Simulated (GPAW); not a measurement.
# Si K ELNES/XANES of diamond-type (Si)₁₋ₓ(Ge)ₓ at x = 0.25 from DFT, part 3 of 3

Aim: the Si K edge in diamond-type (Si)₁₋ₓ(Ge)ₓ at x = 0.25, one member of a composition series.

GPAW 26.7.0; X-ray absorption from dipole matrix elements to empty bands, plane-wave PAW PBE.

So far. Step 5 (Spectrum with XCH, Si atom 3): Main maxima below 24 eV (height): 1.7 eV (1.39), 3.7 eV (1.81), 6.9 eV (1.35), 9.6 eV (1.15), 12.9 eV (1.11) and 17.5 eV (0.82). A K edge sees empty p states on the absorber. Step 5 (Spectrum with XCH, Si atom 3): The total-energy difference is 1851.65 eV. One term is added: -14.97 eV, since the hole is spin-paired here and a spin-polarised one costs that much less in the free atom (computed apart). The photon energy is then 1836.68 eV.

## 7. Spectrum with XCH, Ge atom 1

The holes are 7.8 Å apart. The excited electron is kept in the cell, where it fills the lowest empty states and screens the hole. After the field has converged, empty bands are computed with the density fixed and the dipole matrix elements are summed.

The absorber has 2 Si at 2.39 Å, 1 Si at 2.40 Å and 1 Ge at 2.44 Å (tetrahedral).

File xas.py:

```python
import numpy as np
from ase import Atoms
from ase.parallel import parprint, paropen
from gpaw import GPAW, PW, FermiDirac, Mixer, MixerDif, setup_paths
from gpaw.test import gen
setup_paths.insert(0, '.')
gen('Ge', name='fch1s', xcname='PBE', corehole=(1, 0, 1), write_xml=True)
from gpaw.mpi import world
world.barrier()

atoms = Atoms('GeSi4GeSi2GeSi2GeSi4',
    cell=[[0, 5.48775, 5.48775],
     [5.48775, 0, 5.48775],
     [5.48775, 5.48775, 0]],
    scaled_positions=[[0.9981364, 0.0062648, 0.9984853],
     [0.1217417, 0.126827, 0.1310746],
     [0.004387, 0.9988047, 0.5011508],
     [0.1260387, 0.1298417, 0.6202109],
     [0.9986172, 0.4969494, 0.0009137],
     [0.1255555, 0.6216475, 0.1273079],
     [0.9970905, 0.5014975, 0.5054808],
     [0.124736, 0.6253385, 0.6273997],
     [0.498416, 0.9982925, 0.0044763],
     [0.621389, 0.1282943, 0.1281743],
     [0.4979154, 0.9992005, 0.4984111],
     [0.6263179, 0.1274525, 0.619836],
     [0.5038265, 0.4985207, 0.9985852],
     [0.6267886, 0.6200299, 0.1259113],
     [0.4979178, 0.5055975, 0.4975027],
     [0.6237928, 0.6256214, 0.6250185]],
    pbc=True)
atoms.calc = calc = GPAW(legacy_gpaw=True, mode=PW(400, force_complex_dtype=True), xc='PBE', setups={0: 'fch1s'},
    kpts={'size': (3, 3, 3), 'gamma': True}, occupations=FermiDirac(0.04),
    charge=-1, mixer=Mixer(0.1, 5, 50), maxiter=150,
    convergence={'density': 0.0001, 'eigenstates': 1e-6}, txt='scf.txt')
energy = atoms.get_potential_energy() + calc.get_reference_energy()
ef = calc.get_fermi_level()
out = dict(energy=energy, fermi=ef, forces=atoms.get_forces().tolist())
parprint(f'all-electron energy {energy:.4f} eV, Fermi level {ef:.4f} eV')
ev = np.array([[calc.get_eigenvalues(k, s) for k in range(len(calc.get_ibz_k_points()))] for s in range(calc.get_number_of_spins())])
out['homo'], out['lumo'], out['counts'] = ev[ev < ef].max(), ev[ev > ef].min(), sorted(set((ev < ef).sum((0, 2)).tolist()))
out['filled'] = (ev[:, 0] < ef).sum(1).tolist()

from ase.units import Ha
from gpaw.xas import dipole_matrix_elements
nb = int(calc.get_number_of_electrons() / 2) + 169
top, nb = nb, nb + 8 + nb // 12
nscf = calc.fixed_density(kpts={'size': (4, 4, 4), 'gamma': True}, nbands=nb,
    convergence={'bands': top, 'eigenstates': 5e-3}, maxiter=60, txt='nscf.txt')
cell = atoms.cell.array
ops = [cell.T @ U.T @ np.linalg.inv(cell.T) for U in nscf.wfs.kd.symmetry.op_scc]
filled = [32]  # bands filled in the ground state, by spin
E = np.arange(-6, 30, 0.1)
fwhm = np.interp(E, [4, 25], [1.96, 3.5])
Y, X, zero, highest = 0, 0, 1e9, 1e9
for spin in range(nscf.get_number_of_spins()):
    wfs = nscf.wfs
    mine = wfs.bd.get_slice()  # this rank's bands
    A = dipole_matrix_elements(wfs.setups[0])
    eps = np.zeros((wfs.kd.nibzkpts, nb))
    d = np.zeros((3, A.shape[1], wfs.kd.nibzkpts, nb), complex)
    for kpt in wfs.kpt_u:
        if kpt.s == spin and 0 in kpt.P_ani:
            eps[kpt.k, mine] = kpt.eps_n * Ha
            d[:, :, kpt.k, mine] = (kpt.weight * wfs.nspins / 2) ** 0.5 * np.inner(A, kpt.P_ani[0])
    world.sum(eps)
    world.sum(d)
    T = np.einsum('amkn,bmkn->abkn', d, d.conj()).real
    T = sum(np.einsum('ai,ijkn,bj->abkn', R, T, R) for R in ops) / len(ops)
    empty = np.ones_like(eps, bool) & (np.arange(nb) >= filled[spin])
    zero, highest = min(zero, eps[empty].min()), min(highest, eps[:, top - 1].min())
    lines = [(eps, T, empty)] if spin == 0 else lines + [(eps, T, empty)]
for eps, T, empty in lines:
    f = np.einsum('aakn->akn', T).reshape(3, -1)
    x = eps.ravel() - zero
    w = np.interp(x, E, fwhm) / 2.35482
    g = np.exp(-0.5 * ((E[:, None] - x) / w) ** 2) / (w * (2 * np.pi) ** 0.5)
    Y = Y + (f * empty.ravel()) @ g.T
    X = X + (f * ~empty.ravel()) @ g.T
out.update(E=E.round(2).tolist(), xas=Y.tolist(), xes=X.tolist(), zero=zero, valid=highest - zero, nk=len(eps), nb=nb)
for i in range(0, len(E), 10):
    parprint(f'{E[i]:7.2f}', *(f'{v:10.3e}' for v in Y[:, i]))
import json
with paropen('out.json', 'w') as f:
    json.dump(out, f)
```

Started as:

```console
> OMP_NUM_THREADS=1 mpirun -n 4 gpaw python xas.py
```

Numbers of over 12 decimals in the logs are rounded to 6 here.

Output:

```text
Input parameters:
  charge: -1
  convergence: {density: 0.0001,
                eigenstates: 1e-06}
  kpts: {gamma: True,
         size: (3, 3, 3)}
  maxiter: 150
  mixer: {backend: pulay,
          beta: 0.1,
          method: separate,
          nmaxold: 5,
          weight: 50}
  mode: {ecut: 400.0,
         force_complex_dtype: True,
         name: pw}
  occupations: {fixmagmom: False,
[...]
*p    :     0.508041
*d    :     0.000000
--------------------------------

Diagonalizing with gridspacing h=0.050

state   all-electron     PAW
-------------------------------
4s:      -0.845500    -0.845875
4p:      -0.491959    -0.492291
*d:                   -0.121656
*f:                   -0.021492
-------------------------------
all-electron energy -311971.0647 eV, Fermi level 6.1151 eV
[...]
28.00  1.346e-07  1.350e-07  1.351e-07
  29.00  1.263e-07  1.264e-07  1.265e-07
[key lines of the parts left out:]
Converged after 18 iterations.
Dipole moment: (-24.767693, -23.990026, -24.280053) |e|*Ang
Free energy:    -91.407732
Fermi level: 6.11508
```

Run time: 4.5 min. Hardware: 4 MPI ranks of Intel Xeon Platinum 8259CL at 2.50GHz (Skylake/Cascade Lake), shared host; peak memory 0.64 GiB; 18 min of CPU time.

The Ge K spectrum, Ge atom 1, excited-electron core hole (neutral cell) (energy from the bottom of the conduction band, which holds the excited electron; intensity scaled to a mean of 1 over the first 20 eV):

```
E (eV)  isotropic  ε ∥ x  ε ∥ y
  -2.0       0.00   0.00   0.00
  -0.5       0.08   0.07   0.08
   1.0       0.62   0.60   0.62
   2.5       1.21   1.24   1.20
   4.0       1.44   1.48   1.42
   5.5       1.10   1.07   1.11
   7.0       1.07   1.04   1.08
   8.5       0.99   0.96   1.00
  10.0       1.03   1.03   1.02
  11.5       1.04   1.06   1.04
  13.0       1.07   1.09   1.07
  14.5       0.99   1.01   0.98
  16.0       0.86   0.88   0.85
  17.5       0.87   0.89   0.86
  19.0       0.84   0.82   0.85
  20.5       0.76   0.74   0.77
  22.0       0.72   0.72   0.72
  23.5       0.67   0.66   0.67
  25.0       0.74   0.73   0.74
  26.5       0.92   0.92   0.92
```

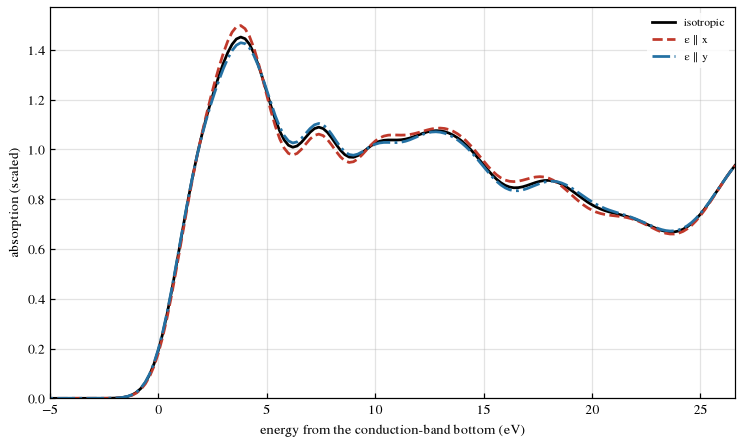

The Ge K edge, Ge atom 1, excited-electron core hole (neutral cell): main maxima at 3.8, 7.4 and 12.8 eV.

Main maxima below 26 eV (height): 3.8 eV (1.45), 7.4 eV (1.09), 12.8 eV (1.08) and 18.0 eV (0.88). 

The energy difference (zero at 11138 eV) isn't read as a photon energy: for so heavy an absorber the terms left out (the hole's spin, the functional's error) amount to tens of eV or more.

## 8. Results

* absorber and edge: Si K, atom 3 of the ground-state input (counted from 1)
* surroundings: 1 Si at 2.35 Å, 1 Si at 2.36 Å, 1 Si at 2.37 Å and 1 Ge at 2.40 Å (tetrahedral)
* highest intensity below 16 eV: 3.7 eV above the zero, height 1.81
* photon energy of the zero, with the added terms: 1836.7 eV (raw 1851.7 eV; uncertain by a few eV)

**Reading.** The Si K edge of atom 3, with 1 Si at 2.35 Å, 1 Si at 2.36 Å, 1 Si at 2.37 Å and 1 Ge at 2.40 Å (tetrahedral), has its highest intensity of the first 16 eV at 3.7 eV above the zero, near 1840 eV in photon energy (uncertain by a few eV), 1.8 times the mean level of the first 20 eV (Gaussian full width 0.9 eV up to 4 eV, rising linearly to 3.5 eV at 25 eV). The mesh is coarse (0.25 Å⁻¹ between points), so small maxima may be mesh ripples.

[Banner, clock and machine lines of the logs are left out without a mark of their own.]

[Logs are printed without paths, hosts, clocks, repeated set-up lines and the standing remarks that a program may print on its own settings, such as how far it seeks lower states.]

[Hosts, paths, dates, database ids (printed as entryN), source tags and the programs' standing remarks are cut or masked in the printed files.]

[Lists of maxima count a maximum above −3 eV only where it reaches 4 % of the highest in the window and stands out from its surroundings by 2 % of it (1.5 % where it reaches 55 %); shoulders and weaker maxima are passed over, and of the rest the first, up to two pre-edge ones and the few strongest are named.]
